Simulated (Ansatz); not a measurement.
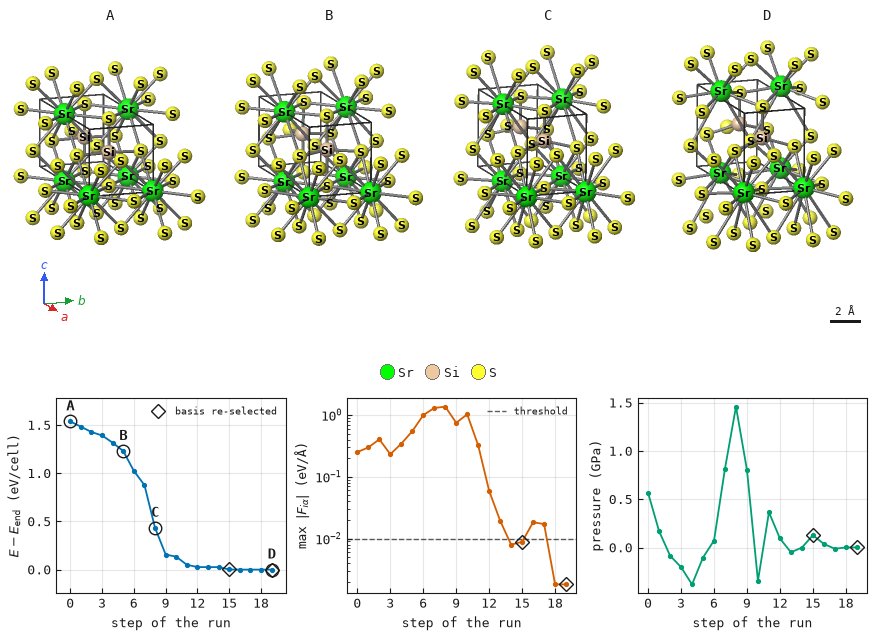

Frames of a relaxation of a crystal of SrSiS3 (built on the cubic perovskite type), marked on the history of the run. Style: ball-and-stick. Shown: the cell of the calculation, slightly off an axis.

Case: shaken.

Level of theory: DFT, PBEsol, plane waves, PAW (Ansatz). Settings: plane-wave cutoff 420 eV; k-point mesh 2 × 4 × 4; occupations fermi dirac; smearing width 0.05 eV; no spin polarisation; cell and atoms relaxed; force threshold 0.01 eV/Å; at most 120 steps.

### Describe the path.

The energy falls by 1.538 eV per cell of the calculation in 17 accepted moves (19 points after the start). Largest force component: 0.25 eV/Å at the start, 0.0018 eV/Å at the end. The pressure goes from 0.57 to 0.00 GPa. The SCF was repeated twice at an unchanged geometry on a basis and grid sized afresh for the cell, which shifted the energy by 24.3 meV per cell of the calculation at most. The atom that moves furthest relative to the cell is a Sr atom (0.51 Å along +c). By element the largest moves are Sr 0.51 Å, S 0.42 Å, Si 0.41 Å. The drawn cell changes as follows: a 9.277 → 8.781 Å (−5.3 %), b 4.561 → 4.298 Å (−5.8 %), c 4.622 → 5.622 Å (+21.6 %), α 90.8° → 90.0°, β 89.9° → 90.0°; the volume changes by +8.5 %. Near-neighbour distances that change, for instance: S–Si 2.287 → 3.499 Å, S–Si 2.349 → 3.499 Å, S–Sr 3.313 → 4.398 Å, S–Sr 3.342 → 4.398 Å. Bonds break: S–Si (2.29 → 3.50 Å), S–Si (2.35 → 3.50 Å), S–Sr (3.31 → 4.40 Å), S–Sr (3.34 → 4.40 Å). Bond angles that change, for instance: S–Si–S 176.3° → 139.7°, Si–S–Si 176.3° → 139.7°, Si–S–Si 173.7° → 139.7°. The space group (tolerance 0.01 Å) goes from P1 (No. 1) to Pmm2 (No. 25). Cost: 6 min on 2 threads of Intel(R) Xeon(R) Processor @ 2.50GHz (Skylake/Cascade Lake), with other jobs on the host, peak memory 0.51 GiB. From step 0 to 5: an S atom moves most (0.51 Å), volume +2.2 %, energy −0.307 eV per cell of the calculation. From step 5 to 8: a Si atom moves most (0.29 Å), volume +2.2 %, energy −0.797 eV per cell of the calculation. From step 8 to 19: a Sr atom moves most (0.53 Å), volume +3.8 %, energy −0.433 eV per cell of the calculation.

```csv
step,"E − E(0), meV/atom","largest force component, eV/Å","pressure, GPa","volume, Å³/atom",note
0,0.00,0.2510,0.57,19.554,
1,-5.41,0.2979,0.17,19.633,
2,-10.99,0.4037,-0.08,19.742,
3,-14.52,0.2315,-0.20,19.767,
4,-22.06,0.3428,-0.38,19.978,
5,-30.72,0.5453,-0.10,19.989,
6,-51.30,0.9927,0.07,19.960,
7,-66.05,1.2958,0.82,20.276,
8,-110.43,1.3629,1.46,20.436,
9,-138.08,0.7473,0.80,20.593,
10,-140.35,1.0221,-0.34,20.910,
11,-148.76,0.3222,0.37,20.986,
12,-151.09,0.0590,0.09,21.072,
13,-151.17,0.0194,-0.05,21.116,
14,-151.18,0.0080,0.00,21.108,
15,-153.61,0.0089,0.13,21.108,"same geometry, new basis"
16,-153.73,0.0184,0.04,21.182,
17,-153.74,0.0172,-0.01,21.233,
18,-153.75,0.0018,0.00,21.219,
19,-153.75,0.0018,0.00,21.219,"same geometry, new basis"
```
